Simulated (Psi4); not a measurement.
**One shape, several levels: triplet BI3**

We compute a comparison of 3 runs (U-wB97M-V/def2-SVP, U-wB97X/def2-SVP, UB2PLYP/def2-SVP) of triplet BI3. 

The calculation is run with Psi4 1.11.

1 further run of the same task is left out (set aside as unsound or not needed).

## Step 1: The molecule

The species is BI3 (4 atoms), meant as a triplet with charge 0. As SMILES of the parent species, `IB(I)I`. Geometry: relaxed at PBE0-D4/def2-TZVP. That shape belongs to the parent species and isn't relaxed for this state.

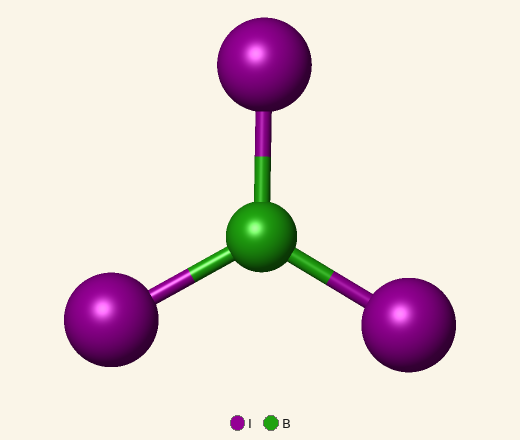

The structure, seen from a chosen angle (iodine purple, boron green).

## Step 2: The energy at U-wB97M-V/def2-SVP (core potential) (run 1)

The input, job.json:

```json
{
  "schema_name": "qcschema_input",
  "schema_version": 1,
  "molecule": {
    "schema_name": "qcschema_molecule",
    "schema_version": 2,
    "symbols": ["I", "B", "I", "I"],
    "geometry": [-2.47270663, -0.55784715, 3.05304153, 0.02626719, -0.02853486, -0.0096376, 3.54663799, -1.9016314, -0.0572587, -0.9949408, 2.37406293, -3.02450666],
    "molecular_charge": 0,
    "molecular_multiplicity": 3,
    "fix_symmetry": "c1"
  },
  "driver": "energy",
  "model": {
    "method": "wb97m-v",
    "basis": "def2-SVP"
  },
  "keywords": {
    "reference": "uks",
    "puream": true,
    "e_convergence": 1e-09,
    "d_convergence": 1e-08,
    "scf_type": "pk",
    "dft_radial_points": 99,
    "dft_spherical_points": 590,
    "maxiter": 200
  }
}
```

The run is started by

```console
$ psi4 --qcschema job.json -n 1 --memory 1600MB
```

stdout:

```text
[...]
    !!!  WARNING: ECP capability is in beta. Please check occupations closely.  !!!
[...]
  Running in c1 symmetry.
[...]
  Nuclear repulsion =  365.474936536145492
[...]
  Multiplicity = 3
[...]
  Nalpha       = 41
  Nbeta        = 39
[...]
    Number of basis functions: 92
[...]
   @UKS iter   1:  -917.50156343132971   -8.93300e+00   7.05423e-03 ADIIS/DIIS
[...]
   @UKS iter  23:  -917.80157051448987   -3.54703e-11   6.60387e-09 DIIS
[...]
   @S^2 Observed:                2.009447109E+00
[...]
    Orbital Energies [Eh]
    ---------------------
    Alpha Occupied:
       1A     -7.038430     2A     -7.038416     3A     -7.038407
       4A     -6.970169     5A     -5.044170     6A     -5.044158
       7A     -5.044149     8A     -5.043624     9A     -5.043609
      10A     -5.043599    11A     -5.034570    12A     -5.034557
      13A     -5.034548    14A     -2.066800    15A     -2.066784
      16A     -2.066774    17A     -2.066008    18A     -2.065994
      19A     -2.065946    20A     -2.058524    21A     -2.058511
      22A     -2.058502    23A     -2.057832    24A     -2.057818
      25A     -2.057808    26A     -2.055777    27A     -2.055755
      28A     -2.055743    29A     -0.875364    30A     -0.835593
      31A     -0.835582    32A     -0.573032    33A     -0.472152
      34A     -0.472148    35A     -0.436930    36A     -0.389158
[...]
  @UKS Final Energy:  -917.80157051448987
   => Energetics <=
    Nuclear Repulsion Energy =            365.4749365361454920
    One-Electron Energy =               -2315.6148260919330824
    Two-Electron Energy =                1082.1545987616079856
    DFT Exchange-Correlation Energy =     -50.1167709712617295
    Empirical Dispersion Energy =           0.0000000000000000
    VV10 Nonlocal Energy =                  0.3004912509516689
    Total Energy =                       -917.8015705144897538
[...]
 Multipole Moments:
 ------------------------------------------------------------------------------------
     Multipole            Electronic (a.u.)      Nuclear  (a.u.)        Total (a.u.)
 ------------------------------------------------------------------------------------
 L = 1.  Multiply by 2.5417464519 to convert [e a0] to [Debye]
 Dipole X            :          0.0004087           -0.0001733            0.0002354
 Dipole Y            :          0.0000301           -0.0001733           -0.0001433
 Dipole Z            :          0.0002957           -0.0001733            0.0001224
 Magnitude           :                                                    0.0003015
[...]
```

The result, in JSON:

```text
{
 "driver": "energy",
 "model": {
  "method": "wb97m-v",
  "basis": "def2-SVP"
 },
 "success": true,
 "return_result": -917.8015705144899,
 "properties": {
  "calcinfo_nbasis": 92,
  "calcinfo_nmo": 92,
  "calcinfo_nalpha": 41,
  "calcinfo_nbeta": 39,
  "calcinfo_natom": 4,
  "nuclear_repulsion_energy": 365.4749365361455,
  "return_energy": -917.8015705144899,
  "scf_one_electron_energy": -2315.614826091933,
  "scf_two_electron_energy": 1082.154598761608,
  "scf_vv10_energy": 0.3004912509516689,
  "scf_xc_energy": -50.11677097126173,
  "scf_dipole_moment": [0.0002353811296170183, -0.00014325535297149417, 0.00012239960442461673],
  "scf_total_energy": -917.8015705144899,
  "scf_iterations": 23
 }
}
```

Wall time 55 s (1 thread of AMD EPYC 9R45 (Zen 5), shared host); peak memory 0.94 GiB.

## Step 3: Energy and gradient at U-wB97X/def2-SVP (core potential) (run 2)

The input, bi3.py:

```python
import psi4

psi4.set_memory(1600000000)
psi4.set_num_threads(1)
psi4.core.set_output_file('psi4.out', False)

geom = psi4.geometry("""
0 3
I
B 1 2.110419
I 2 2.110334 1 119.99795
I 2 2.110401 3 119.99842 1 179.99477
units angstrom
symmetry c1
no_reorient
no_com
""")

options = {'basis': 'def2-SVP', 'reference': 'uks', 'puream': True, 'e_convergence': 1e-09, 'd_convergence': 1e-08, 'scf_type': 'pk', 'dft_radial_points': 99, 'dft_spherical_points': 590, 'maxiter': 200}
psi4.set_options(options)

e_tot, wfn = psi4.gradient('WB97X', return_wfn=True)
psi4.oeprop(wfn, 'DIPOLE', 'WIBERG_LOWDIN_INDICES', 'QUADRUPOLE', title='WB97X')
print('gradient / Eh bohr^-1')
print(e_tot.np.round(6))
print(f'energy = {wfn.energy():.10f} Eh')
for k, v in sorted(psi4.core.scalar_variables().items()):
    print(f'{k:45s} {v:18.10f}')
```

The run is started by

```console
$ python bi3.py
```

psi4.out, cut to the lines that bear on the results:

```text
[...]
    !!!  WARNING: ECP capability is in beta. Please check occupations closely.  !!!
[...]
  Running in c1 symmetry.
[...]
  Nuclear repulsion =  365.474882942670149
[...]
  Multiplicity = 3
[...]
  Nalpha       = 41
  Nbeta        = 39
[...]
    Number of basis functions: 92
[...]
   @UKS iter   1:  -917.72320484882812   -8.98423e+00   6.74338e-03 DIIS/ADIIS
[...]
   @UKS iter  21:  -918.00272415125812   -1.40972e-11   7.29675e-09 DIIS
[...]
   @S^2 Observed:                2.015613337E+00
[...]
  @UKS Final Energy:  -918.00272415125812
   => Energetics <=
    Nuclear Repulsion Energy =            365.4748829426701491
    One-Electron Energy =               -2315.4073116429035508
    Two-Electron Energy =                1081.5075488756658615
    DFT Exchange-Correlation Energy =     -49.5778443266906876
    Empirical Dispersion Energy =           0.0000000000000000
    VV10 Nonlocal Energy =                  0.0000000000000000
    Total Energy =                       -918.0027241512582350
[...]
  -Total Gradient:
     Atom            X                  Y                   Z
    ------   -----------------  -----------------  -----------------
       1        0.000000920273     0.000009381824     0.008069615350
       2       -0.000003329761    -0.000015617905     0.000015696738
       3        0.000000921389     0.007002232869    -0.004043301536
       4        0.000001528673    -0.006993891773    -0.004036434834
[...]
 Multipole Moments:
 ------------------------------------------------------------------------------------
     Multipole            Electronic (a.u.)      Nuclear  (a.u.)        Total (a.u.)
 ------------------------------------------------------------------------------------
 L = 1.  Multiply by 2.5417464519 to convert [e a0] to [Debye]
 Dipole X            :         -0.0003361            0.0002892           -0.0000469
 Dipole Y            :         -0.0005920            0.0000808           -0.0005112
 Dipole Z            :          0.0003021            0.0000019            0.0003041
 Magnitude           :                                                    0.0005967
 L = 2.  Multiply by 1.3450342976 to convert [e a0^2] to [Debye ang]
 Quadrupole XX       :        -66.0162292            0.0000017          -66.0162275
 Quadrupole XY       :          0.0269758           -0.0272209           -0.0002451
[...]
```

On the terminal:

```text
gradient / Eh bohr^-1
[[ 1.000e-06  9.000e-06  8.070e-03]
 [-3.000e-06 -1.600e-05  1.600e-05]
 [ 1.000e-06  7.002e-03 -4.043e-03]
 [ 2.000e-06 -6.994e-03 -4.036e-03]]
energy = -918.0027241513 Eh
CURRENT ENERGY                                   -918.0027241513
CURRENT REFERENCE ENERGY                         -918.0027241513
DD SOLVATION ENERGY                                 0.0000000000
DFT FUNCTIONAL TOTAL ENERGY                      -918.0027241513
DFT TOTAL ENERGY                                 -918.0027241513
DFT VV10 ENERGY                                     0.0000000000
DFT XC ENERGY                                     -49.5778443267
GRID ELECTRONS ALPHA                               40.9999995484
GRID ELECTRONS BETA                                38.9999996342
GRID ELECTRONS TOTAL                               79.9999991826
NUCLEAR REPULSION ENERGY                          365.4748829427
ONE-ELECTRON ENERGY                             -2315.4073116429
PCM POLARIZATION ENERGY                             0.0000000000
PE ENERGY                                           0.0000000000
SCF ITERATION ENERGY                             -918.0027241513
SCF ITERATIONS                                     21.0000000000
SCF TOTAL ENERGY                                 -918.0027241513
TWO-ELECTRON ENERGY                              1081.5075488757
XC GRID RADIAL POINTS                              99.0000000000
XC GRID SPHERICAL POINTS                          590.0000000000
XC GRID TOTAL POINTS                           207282.0000000000
```

It took 28 s on 1 thread of AMD EPYC 9R45 (Zen 5), shared host; peak memory 0.83 GiB.

## Step 4: A single-point energy at UB2PLYP/def2-SVP (core potential, density fitting for correlation) (run 3)

The input, bi3.inp:

```
memory 1600 MB

molecule geom {
  0 3
  I     -2.47270663    -0.55784715     3.05304153
  B      0.02626719    -0.02853486    -0.00963760
  I      3.54663799    -1.90163140    -0.05725870
  I     -0.99494080     2.37406293    -3.02450666
  units bohr
  symmetry c1
  no_reorient
  no_com
}

set globals {
  basis def2-SVP
  reference uks
  puream true
  e_convergence 1e-09
  d_convergence 1e-08
  scf_type pk
  dft_radial_points 99
  dft_spherical_points 590
  num_frozen_docc 13
  maxiter 200
}

E, wfn = energy("b2plyp", return_wfn=True)
print_variables()
```

The run is started by

```console
$ psi4 -i bi3.inp -o bi3.out -n 1
```

bi3.out:

```text
[...]
    !!!  WARNING: ECP capability is in beta. Please check occupations closely.  !!!
[...]
  Running in c1 symmetry.
[...]
  Nuclear repulsion =  365.474936536145549
[...]
  Multiplicity = 3
[...]
  Nalpha       = 41
  Nbeta        = 39
[...]
    Number of basis functions: 92
[...]
   @UKS iter   1:  -916.55091206925238   -8.66861e+00   7.14467e-03 ADIIS/DIIS
[...]
   @UKS iter  20:  -916.84967427513345   -5.79803e-12   7.77233e-09 DIIS
[...]
   @S^2 Observed:                2.016366959E+00
[...]
    Orbital Energies [Eh]
    ---------------------
    Alpha Occupied:
       1A     -7.240582     2A     -7.240559     3A     -7.240557
       4A     -7.169552     5A     -5.191011     6A     -5.190986
       7A     -5.190983     8A     -5.190394     9A     -5.190374
      10A     -5.190370    11A     -5.181727    12A     -5.181705
      13A     -5.181702    14A     -2.095732    15A     -2.095679
      16A     -2.095665    17A     -2.094881    18A     -2.094863
      19A     -2.094781    20A     -2.087496    21A     -2.087464
      22A     -2.087453    23A     -2.086689    24A     -2.086665
      25A     -2.086662    26A     -2.084585    27A     -2.084548
      28A     -2.084536    29A     -0.850004    30A     -0.804991
      31A     -0.804976    32A     -0.537938    33A     -0.426720
      34A     -0.426716    35A     -0.396738    36A     -0.346576
[...]
  @UKS Final Energy:  -916.84967427513345
   => Energetics <=
    Nuclear Repulsion Energy =            365.4749365361455489
    One-Electron Energy =               -2315.4658994233282101
    Two-Electron Energy =                1067.1481181833244136
    DFT Exchange-Correlation Energy =     -34.0068295712753610
    Empirical Dispersion Energy =           0.0000000000000000
    VV10 Nonlocal Energy =                  0.0000000000000000
    Total Energy =                       -916.8496742751335660
[...]
 Multipole Moments:
 ------------------------------------------------------------------------------------
     Multipole            Electronic (a.u.)      Nuclear  (a.u.)        Total (a.u.)
 ------------------------------------------------------------------------------------
 L = 1.  Multiply by 2.5417464519 to convert [e a0] to [Debye]
 Dipole X            :         -2.1057577            2.1061000            0.0003423
 Dipole Y            :          2.2779151           -2.2780648           -0.0001497
 Dipole Z            :          0.7663181           -0.7662837            0.0000343
 Magnitude           :                                                    0.0003752
[...]
```

Wall time 12 s (1 thread of AMD EPYC 9R45 (Zen 5), shared host); peak memory 0.76 GiB.

## Step 5: All runs side by side

| run | level | task | frozen core orbitals | energy (Eh) | dipole moment (D) | HOMO energy (eV) | LUMO energy (eV) | wall time |
| --- | --- | --- | --- | --- | --- | --- | --- | --- |
| 1 | U-wB97M-V/def2-SVP (core potential) | energy | 0 | -917.801571 | 0.00 | -5.87 | -4.73 | 55 s |
| 2 | U-wB97X/def2-SVP (core potential) | gradient | 0 | -918.002724 | 0.00 | -6.16 | -4.68 | 28 s |
| 3 | UB2PLYP/def2-SVP (core potential, density fitting for correlation) | energy | 13 | -916.999821 | – | -4.99 | – | 12 s |

## Step 6: What came out

| quantity | value |
| --- | --- |
| run 3: total energy | -916.99982 Eh |
| run 3: HOMO energy (SCF part's orbitals) (highest over α and β) | -4.99 eV |
| run 3: ⟨S²⟩ | 2.016 |

Totals of different functionals can't be ranked against each other. All runs together took 95 s, the longest 55 s.
